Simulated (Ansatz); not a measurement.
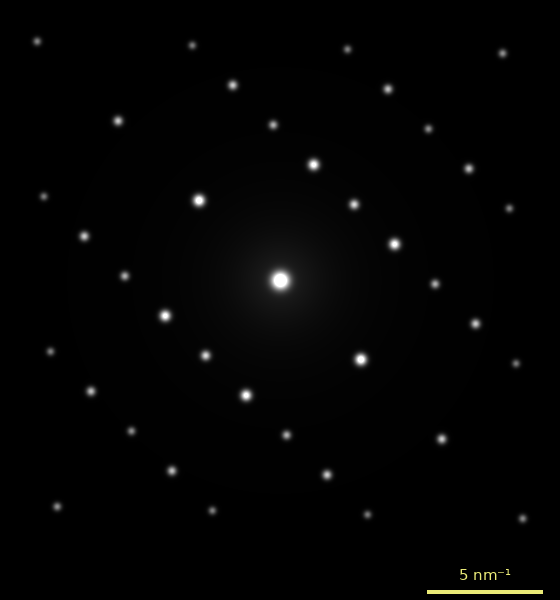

The pattern is a kinematic simulation for 200 kV electrons (no multiple scattering; isotropic B = 0.3 Å²).

**Read the repeat vectors of the pattern off the scale bar.**

The spots form a rectangular net whose two shortest vectors correspond to d = 4.04 Å and 2.16 Å, 90.0° apart.

**What is the point symmetry of the pattern, intensities included?**

2mm. A zero-layer kinematic pattern is always centrosymmetric (Friedel's law).

**What was simulated?**

This cannot be fixed from one zone alone; the pattern is [100] of Co, space group P6_3/mmc (No. 194), a = 2.50 Å, c = 4.04 Å (hexagonal axes). The net vectors are 0 0 1 (itself extinct) and 0 1 0. Structure: coordinates from a relaxation at fixed volume with DFT PBE, spin-orbit coupling, plane waves, PAW in Ansatz.
